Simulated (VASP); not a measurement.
Band structure of CsI (CsCl type). Level of theory: PBE GGA with D3 dispersion (Becke-Johnson damping), VASP's PBE PAW potentials (set 64) (plane waves; VASP).

Unless said otherwise, spin-orbit coupling is left out, though it shifts the bands of the heavy elements here.

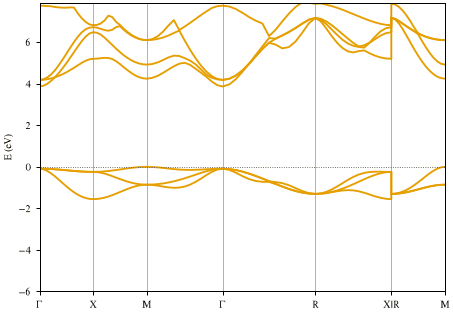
Figure. Bands along high-symmetry lines, zero at the valence-band maximum or, without a gap, the Fermi level

### Question
Read the plot: is there a gap, and where are the band edges?

### Answer
The gap is indirect, 3.87 eV, from the valence maximum at M to the conduction minimum at Γ. (Edges off the drawn lines would not show.)

Measured: gap 6.20 eV (computed value off by -2.33 eV), as given by Aguado et al., (1998), arXiv:cond-mat/9809176.

The compound is CsI in the CsCl type structure. The cell was not relaxed at this level.
